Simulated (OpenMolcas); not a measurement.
**SiHClOF: energy and gradient calculation (part 3 of 3)**

SiHClOF, multiplicity 2, SMILES [O][SiH](F)Cl; B3LYP/6-311G**, UKS (OpenMolcas 26.06). The geometry comes from this level: GFN2-xTB.

Geometry of the input (Å):
```
O  -1.4643  0.8704  0.2908
Si -0.1364  0.1619  0.1074
F  1.0135  0.2343  1.2204
Cl -0.0305  -1.8253  -0.5019
H  0.6176  0.5587  -1.1166
```

### What the program printed, continued
```
   17   -0.4487    2.0000         23 SI2    1s     (-0.249),    79 CL4    2pz    ( 0.279),    82 CL4    2pz    (-0.476),    83 CL4    2pz    (-0.268),

   18   -0.4845    2.0000         55 F3     2pz    ( 0.247),    56 F3     2pz    ( 0.353),    57 F3     2pz    ( 0.312),

   19   -0.8391    2.0000         66 CL4    1s     (-0.403),    67 CL4    1s     ( 0.639),    68 CL4    1s     ( 0.568),

   20   -0.4678    1.9999          4 O1     1s     ( 0.186),     5 O1     2px    (-0.212),     6 O1     2px    (-0.306),     7 O1     2px    (-0.206),
                                   8 O1     2py    ( 0.170),     9 O1     2py    ( 0.244),    10 O1     2py    ( 0.191),    23 SI2    1s     (-0.218),
                                  28 SI2    2px    ( 0.164),

   21   -0.4696    1.9998          3 O1     1s     (-0.232),     4 O1     1s     (-0.193),     5 O1     2px    ( 0.125),     6 O1     2px    ( 0.175),
                                   7 O1     2px    ( 0.172),     9 O1     2py    ( 0.132),    10 O1     2py    ( 0.129),    11 O1     2pz    ( 0.171),
                                  12 O1     2pz    ( 0.246),    13 O1     2pz    ( 0.246),    23 SI2    1s     ( 0.181),    74 CL4    2py    (-0.129),
                                  77 CL4    2py    ( 0.211),

   22   -0.7754    1.9998          3 O1     1s     ( 0.475),     4 O1     1s     ( 0.378),

   23   -0.6428    1.9997          3 O1     1s     ( 0.284),     4 O1     1s     ( 0.219),    23 SI2    1s     ( 0.266),    74 CL4    2py    (-0.168),
                                  77 CL4    2py    ( 0.270),    82 CL4    2pz    (-0.186),

   24   -0.4181    1.9966          9 O1     2py    ( 0.136),    10 O1     2py    ( 0.133),    12 O1     2pz    (-0.137),    23 SI2    1s     ( 0.151),
                                  33 SI2    2py    ( 0.153),    38 SI2    2pz    (-0.139),    77 CL4    2py    (-0.201),    89 H5     1s     ( 0.153),
                                  90 H5     1s     ( 0.264),    91 H5     1s     ( 0.144),

   25   -0.3367    1.0000          6 O1     2px    (-0.169),     7 O1     2px    (-0.141),     8 O1     2py    (-0.150),     9 O1     2py    (-0.220),
                                  10 O1     2py    (-0.210),    11 O1     2pz    ( 0.181),    12 O1     2pz    ( 0.266),    13 O1     2pz    ( 0.237),
                                  77 CL4    2py    (-0.185),    90 H5     1s     ( 0.211),    91 H5     1s     ( 0.198),

   26    0.1866    0.0034         24 SI2    1s     (-0.538),    33 SI2    2py    (-0.470),    38 SI2    2pz    ( 0.437),    39 SI2    2pz    ( 0.352),
                                  90 H5     1s     ( 0.558),    91 H5     1s     ( 0.318),

   27    0.3770    0.0003          3 O1     1s     ( 0.355),    23 SI2    1s     (-0.559),    24 SI2    1s     (-0.447),    68 CL4    1s     ( 0.345),
                                  77 CL4    2py    ( 0.397),    90 H5     1s     ( 0.462),    91 H5     1s     (-0.375),

   28    1.1077    0.0002          3 O1     1s     (-0.549),    15 O1     3d1-   ( 0.392),    17 O1     3d1+   ( 0.296),    33 SI2    2py    ( 0.307),
                                  38 SI2    2pz    ( 0.458),    68 CL4    1s     ( 0.289),    90 H5     1s     ( 0.304),

   29    0.5185    0.0002         12 O1     2pz    ( 0.339),    28 SI2    2px    (-0.390),    39 SI2    2pz    (-0.540),    48 F3     1s     ( 0.307),
                                  90 H5     1s     ( 0.440),    91 H5     1s     (-0.583),

   30    0.5821    0.0001          4 O1     1s     (-0.411),     6 O1     2px    (-0.507),     7 O1     2px    ( 0.336),    23 SI2    1s     ( 0.534),
                                  28 SI2    2px    (-0.470),    29 SI2    2px    ( 0.337),    90 H5     1s     ( 0.400),    91 H5     1s     (-0.625),

   31    0.7616    0.0000         67 CL4    1s     (-0.517),    68 CL4    1s     ( 0.369),    86 CL4    3d0    ( 0.413),    88 CL4    3d2+   ( 0.735),

   32    0.4421    0.0000         91 H5     1s     ( 1.393),

   33    0.5969    0.0000         24 SI2    1s     (-0.700),    78 CL4    2py    ( 0.543),    82 CL4    2pz    (-0.547),    83 CL4    2pz    ( 0.869),

   34    0.5416    0.0000         24 SI2    1s     (-0.530),    72 CL4    2px    ( 0.652),    73 CL4    2px    (-0.996),

   35    0.5391    0.0000         23 SI2    1s     (-0.804),    28 SI2    2px    (-0.440),    34 SI2    2py    ( 0.596),

   36    0.9576    0.0000          4 O1     1s     ( 0.599),    10 O1     2py    (-0.306),    24 SI2    1s     (-0.371),    33 SI2    2py    (-0.572),
                                  34 SI2    2py    ( 0.578),    54 F3     2py    ( 0.307),    57 F3     2pz    (-0.317),    93 H5     2py    ( 0.547),

   37   13.2793    0.0000          4 O1     1s     (-3.142),

   38    2.4314    0.0000         24 SI2    1s     (-0.423),    48 F3     1s     (-0.340),    57 F3     2pz    ( 0.542),    60 F3     3d0    ( 0.487),
                                  61 F3     3d1+   ( 0.476),    91 H5     1s     ( 0.639),

   39    2.7168    0.0000         21 SI2    1s     (-0.584),    22 SI2    1s     ( 0.737),    23 SI2    1s     (-0.630),    27 SI2    2px    ( 0.539),
                                  28 SI2    2px    (-0.639),    38 SI2    2pz    ( 0.577),    41 SI2    3d1-   ( 0.369),    92 H5     2px    (-0.471),
                                  94 H5     2pz    ( 0.397),

   40    2.4808    0.0000         22 SI2    1s     (-0.897),    23 SI2    1s     ( 1.223),    24 SI2    1s     (-1.621),    91 H5     1s     ( 0.915),

   41    3.1280    0.0000         28 SI2    2px    (-0.614),    31 SI2    2py    (-0.593),    32 SI2    2py    ( 0.792),    33 SI2    2py    (-0.998),
                                  34 SI2    2py    ( 0.543),    37 SI2    2pz    ( 0.598),    42 SI2    3d0    (-0.588),    48 F3     1s     ( 0.633),

   42    4.4519    0.0000         65 CL4    1s     (-1.378),    66 CL4    1s     ( 1.589),    76 CL4    2py    ( 1.359),    77 CL4    2py    (-1.634),

   43    4.2461    0.0000         21 SI2    1s     ( 1.724),    22 SI2    1s     (-1.940),    23 SI2    1s     ( 1.002),

   44    5.1142    0.0000         65 CL4    1s     ( 1.726),    66 CL4    1s     (-2.053),    67 CL4    1s     ( 1.247),    77 CL4    2py    (-1.215),

   45    2.0748    0.0000         24 SI2    1s     (-0.951),    28 SI2    2px    (-0.681),    80 CL4    2pz    (-0.554),    85 CL4    3d1-   ( 0.586),

   46    2.2851    0.0000         24 SI2    1s     (-0.495),    33 SI2    2py    ( 0.477),    67 CL4    1s     ( 0.361),    69 CL4    2px    ( 0.438),
                                  70 CL4    2px    ( 0.595),    78 CL4    2py    ( 0.553),    79 CL4    2pz    (-0.300),    80 CL4    2pz    (-0.305),
                                  84 CL4    3d2-   (-0.581),    87 CL4    3d1+   ( 0.363),

   47    5.8671    0.0000         23 SI2    1s     (-0.464),    24 SI2    1s     ( 0.862),    45 F3     1s     (-0.473),    56 F3     2pz    ( 0.508),
                                  57 F3     2pz    (-0.716),    60 F3     3d0    ( 0.463),    91 H5     1s     (-0.682),

   48   95.5789    0.0000         24 SI2    1s     (-1.050),    34 SI2    2py    ( 0.555),    38 SI2    2pz    (-0.591),    63 CL4    1s     (-1.069),
                                  64 CL4    1s     ( 1.074),    68 CL4    1s     ( 0.800),

   49   13.7465    0.0000         21 SI2    1s     (-0.799),    22 SI2    1s     ( 0.905),    28 SI2    2px    ( 0.564),    33 SI2    2py    (-0.613),

   50    3.6306    0.0000         24 SI2    1s     (-1.660),    91 H5     1s     ( 1.165),

   51    3.9398    0.0000         28 SI2    2px    ( 0.673),    29 SI2    2px    (-1.161),    39 SI2    2pz    (-0.623),

   52    1.7758    0.0000         10 O1     2py    ( 0.710),    24 SI2    1s     ( 0.881),    29 SI2    2px    ( 0.722),    33 SI2    2py    (-0.577),
                                  38 SI2    2pz    ( 0.886),    39 SI2    2pz    (-1.039),    68 CL4    1s     (-0.855),    78 CL4    2py    (-0.769),
                                  90 H5     1s     ( 0.565),    91 H5     1s     (-0.621),

   53    2.4126    0.0000         24 SI2    1s     ( 0.704),    34 SI2    2py    ( 0.958),    38 SI2    2pz    ( 1.149),    39 SI2    2pz    (-1.279),

   54   42.6334    0.0000         28 SI2    2px    ( 0.733),    33 SI2    2py    ( 0.691),    38 SI2    2pz    ( 0.753),    48 F3     1s     (-0.814),
                                  64 CL4    1s     ( 0.945),    65 CL4    1s     (-1.325),    66 CL4    1s     ( 1.353),    67 CL4    1s     (-1.050),
                                  68 CL4    1s     ( 0.890),    78 CL4    2py    ( 0.713),

   55    8.2679    0.0000          1 O1     1s     ( 0.843),     2 O1     1s     (-0.934),     4 O1     1s     (-0.802),    23 SI2    1s     ( 0.618),
                                  24 SI2    1s     (-0.725),    29 SI2    2px    (-0.627),    39 SI2    2pz    ( 0.586),    51 F3     2px    ( 0.592),
                                  54 F3     2py    ( 0.803),    91 H5     1s     ( 1.109),

   56    0.9593    0.0000         32 SI2    2py    (-0.472),    33 SI2    2py    ( 0.838),    86 CL4    3d0    ( 0.500),

   57    2.3889    0.0000         23 SI2    1s     ( 2.063),    24 SI2    1s     (-1.387),

   58    1.6652    0.0000         89 H5     1s     (-1.188),    90 H5     1s     ( 2.119),    91 H5     1s     (-1.349),

   59    0.8814    0.0000         23 SI2    1s     ( 0.577),    24 SI2    1s     (-0.786),    37 SI2    2pz    ( 0.415),    50 F3     2px    (-0.396),
                                  51 F3     2px    ( 0.768),    54 F3     2py    (-0.503),    87 CL4    3d1+   (-0.399),

   60    7.9746    0.0000         24 SI2    1s     (-0.857),    35 SI2    2pz    (-0.947),    36 SI2    2pz    ( 1.127),    37 SI2    2pz    (-0.999),
                                  38 SI2    2pz    ( 1.007),

   61    0.9863    0.0000         23 SI2    1s     ( 0.642),    24 SI2    1s     (-0.813),    29 SI2    2px    (-0.600),    38 SI2    2pz    ( 0.981),
                                  40 SI2    3d2-   (-0.529),    43 SI2    3d1+   ( 0.741),    51 F3     2px    ( 0.801),    91 H5     1s     ( 0.512),

   62   16.5981    0.0000          1 O1     1s     (-1.231),     2 O1     1s     ( 1.341),     4 O1     1s     ( 1.963),     7 O1     2px    ( 1.160),
                                  24 SI2    1s     (-1.287),    28 SI2    2px    ( 1.278),    33 SI2    2py    (-1.104),

   63    0.9410    0.0000          4 O1     1s     (-0.855),    24 SI2    1s     ( 0.597),    32 SI2    2py    (-0.680),    33 SI2    2py    ( 0.965),
                                  37 SI2    2pz    (-0.619),    38 SI2    2pz    ( 0.785),    51 F3     2px    ( 0.649),

   64    1.5481    0.0000         24 SI2    1s     (-1.199),    28 SI2    2px    ( 0.989),    29 SI2    2px    (-1.040),    71 CL4    2px    ( 1.420),
                                  72 CL4    2px    (-1.617),    73 CL4    2px    ( 0.860),    91 H5     1s     ( 0.877),

   65    1.1062    0.0000         28 SI2    2px    (-3.369),

   66    1.0225    0.0000         24 SI2    1s     ( 1.826),    32 SI2    2py    ( 1.128),    33 SI2    2py    (-1.437),    91 H5     1s     (-1.294),

   67    0.8847    0.0000          4 O1     1s     ( 0.934),     7 O1     2px    ( 0.716),    24 SI2    1s     (-0.725),    28 SI2    2px    ( 0.913),
                                  29 SI2    2px    (-0.541),    33 SI2    2py    (-0.888),    38 SI2    2pz    (-0.604),    39 SI2    2pz    ( 0.562),
                                  40 SI2    3d2-   ( 0.711),    87 CL4    3d1+   ( 0.604),    91 H5     1s     ( 0.750),

   68    1.9173    0.0000         24 SI2    1s     ( 0.798),    33 SI2    2py    (-0.555),    39 SI2    2pz    (-0.532),    90 H5     1s     ( 1.046),
                                  91 H5     1s     (-0.933),

   69    3.4291    0.0000         24 SI2    1s     (-0.784),    47 F3     1s     (-0.679),    48 F3     1s     ( 1.277),

   70    4.3251    0.0000          5 O1     2px    (-0.971),     6 O1     2px    ( 1.245),     7 O1     2px    (-0.635),     9 O1     2py    (-0.691),
                                  23 SI2    1s     ( 0.991),    24 SI2    1s     (-0.644),

   71    2.7008    0.0000         47 F3     1s     ( 1.159),    48 F3     1s     (-1.881),

   72   11.1456    0.0000          1 O1     1s     (-0.970),     2 O1     1s     ( 1.083),     3 O1     1s     (-0.552),     4 O1     1s     ( 0.759),

   73    2.2638    0.0000         90 H5     1s     ( 1.237),

   74  132.1376    0.0000         19 SI2    1s     ( 1.483),    20 SI2    1s     (-1.860),    21 SI2    1s     ( 1.545),    22 SI2    1s     (-1.132),

   75    6.0294    0.0000         50 F3     2px    (-0.662),    55 F3     2pz    ( 1.070),    56 F3     2pz    (-1.181),

   76   76.1429    0.0000         24 SI2    1s     (-1.674),    63 CL4    1s     ( 0.870),    64 CL4    1s     (-1.256),    65 CL4    1s     ( 1.370),
                                  68 CL4    1s     ( 1.380),    91 H5     1s     ( 0.933),

   77    1.5834    0.0000         67 CL4    1s     (-2.270),    68 CL4    1s     ( 2.522),

   78    2.7207    0.0000          4 O1     1s     (-0.628),     7 O1     2px    (-0.669),    14 O1     3d2-   ( 0.702),    24 SI2    1s     ( 0.992),
                                  28 SI2    2px    (-0.538),    33 SI2    2py    ( 0.697),    90 H5     1s     ( 0.524),    91 H5     1s     (-0.685),

   79    6.8047    0.0000         30 SI2    2py    ( 0.804),    31 SI2    2py    (-0.988),    32 SI2    2py    ( 0.908),    33 SI2    2py    (-0.865),
                                  37 SI2    2pz    (-0.919),    38 SI2    2pz    ( 1.184),

   80   24.2453    0.0000         79 CL4    2pz    ( 2.966),    80 CL4    2pz    ( 2.973),    81 CL4    2pz    (-2.126),

   81    4.6897    0.0000          8 O1     2py    (-0.922),     9 O1     2py    ( 1.071),    11 O1     2pz    ( 0.720),    12 O1     2pz    (-0.854),

   82    3.5475    0.0000         24 SI2    1s     (-0.430),    47 F3     1s     (-0.457),    48 F3     1s     ( 0.760),    58 F3     3d2-   (-0.455),
                                  59 F3     3d1-   ( 0.521),    62 F3     3d2+   ( 0.498),

   83    6.0136    0.0000         52 F3     2py    (-1.048),    53 F3     2py    ( 1.204),

   84    2.7916    0.0000         15 O1     3d1-   ( 0.466),    17 O1     3d1+   (-0.575),    18 O1     3d2+   (-0.603),    38 SI2    2pz    ( 0.327),
                                  48 F3     1s     (-0.537),

   85   62.6952    0.0000         45 F3     1s     (-2.252),    46 F3     1s     ( 2.320),

   86    1.9736    0.0000         81 CL4    2pz    ( 1.723),    82 CL4    2pz    (-1.818),

   87    4.7284    0.0000          6 O1     2px    (-0.588),     9 O1     2py    (-0.634),    11 O1     2pz    ( 1.007),    12 O1     2pz    (-1.166),

   88    3.6836    0.0000         47 F3     1s     ( 0.307),    48 F3     1s     (-0.499),    58 F3     3d2-   ( 0.534),    59 F3     3d1-   (-0.368),
                                  61 F3     3d1+   (-0.355),    62 F3     3d2+   ( 0.579),

   89   25.1180    0.0000         74 CL4    2py    ( 3.275),    75 CL4    2py    ( 3.267),    76 CL4    2py    (-2.447),

--

++    Molecular properties:
      ---------------------

      Charge (e):
                      =   -0.0000
      Dipole Moment (debye):
      Origin of the operator (angstrom)=   -0.0851   -0.4079    0.1229
                   X=  2.2915E-01               Y=  5.5406E-01               Z= -7.2490E-01           Total=  9.4073E-01
      Quadrupole Moment (debye*angstrom):
      Origin of the operator (angstrom)=   -0.0851   -0.4079    0.1229
                  XX= -3.8938E+01              XY=  1.9663E+00              XZ= -1.9965E+00              YY= -3.7213E+01
                  YZ= -1.9443E+00              ZZ= -3.5800E+01
      In traceless form (debye*angstrom)
                  XX= -2.4319E+00              XY=  2.9495E+00              XZ= -2.9947E+00              YY=  1.5601E-01
                  YZ= -2.9164E+00              ZZ=  2.2758E+00
--

--- Stop Module: scf /rc=_RC_ALL_IS_WELL_ ---
--- Module scf spent 39 seconds ---

--- Start Module: alaska ---

                                              &ALASKA

                       available to each process: 1.9 GB of memory, 1 thread

                     Threshold for contributions to the gradient: 1.000E-07

                    ********************************************
                    * Symmetry Adapted Cartesian Displacements *
                    ********************************************

           Irreducible representation : a
           Basis function(s) of irrep: x, y, xy, Rz, z, xz, Ry, yz, Rx, I

 Basis Label        Type   Center Phase
   1   O1           x         1     1
   2   O1           y         1     1
   3   O1           z         1     1
   4   SI2          x         2     1
   5   SI2          y         2     1
   6   SI2          z         2     1
   7   F3           x         3     1
   8   F3           y         3     1
   9   F3           z         3     1
  10   CL4          x         4     1
  11   CL4          y         4     1
  12   CL4          z         4     1
  13   H5           x         5     1
  14   H5           y         5     1
  15   H5           z         5     1

                     No automatic utilization of translational and rotational invariance of the energy is employed.

 DFT contribution computed for a moving grid.

 Conventional ERI gradients!

 **************************************************
 *              Molecular gradients               *
 **************************************************

  Irreducible representation: a
 ------------------------------------------------------------------------------------------
                              X                       Y                       Z
 ------------------------------------------------------------------------------------------
  O1                7.13259406879452E-02   -3.99017629098992E-02   -7.27043532975680E-03
  SI2              -9.64398633421975E-02    5.72635339718062E-02    1.52058318237263E-02
  F3                6.25134557878937E-03   -4.52188206606907E-03   -9.58186002243444E-03
  CL4               9.93934555799814E-03    5.13966519901388E-03   -4.91374832986402E-03
  H5                8.92323151740770E-03   -1.79795541947251E-02    6.56021185836941E-03
 ------------------------------------------------------------------------------------------

--- Stop Module: alaska /rc=_RC_ALL_IS_WELL_ ---
--- Module alaska spent 4 seconds ---

.##################.
.# Happy landing! #.
.##################.

    Timing: Wall=46.31 User=41.45 System=4.84
```

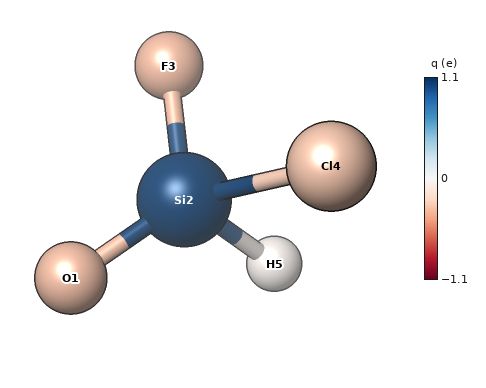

Fig. 1: Mulliken charges, as the colour of each atom (ball-and-stick view, seen at a tilt; atoms are numbered from 1 in the order of the input). By element: O −0.34, Si +1.07, F −0.39, Cl −0.28 and H −0.06 e.

### Key numbers

| quantity | value |
| --- | --- |
| outcome | converged |
| total energy | −925.495187 hartree |
| basis functions | 94 |
| largest force | 5.820 eV/Å |
| ⟨S²⟩ | 0.758 |
| dipole moment | 0.94 debye |
| hardware | 1 thread of Arm Neoverse V1, 24 GiB of memory available, shared host |
| wall time | 47 s |
| peak memory | 0.52 GiB |
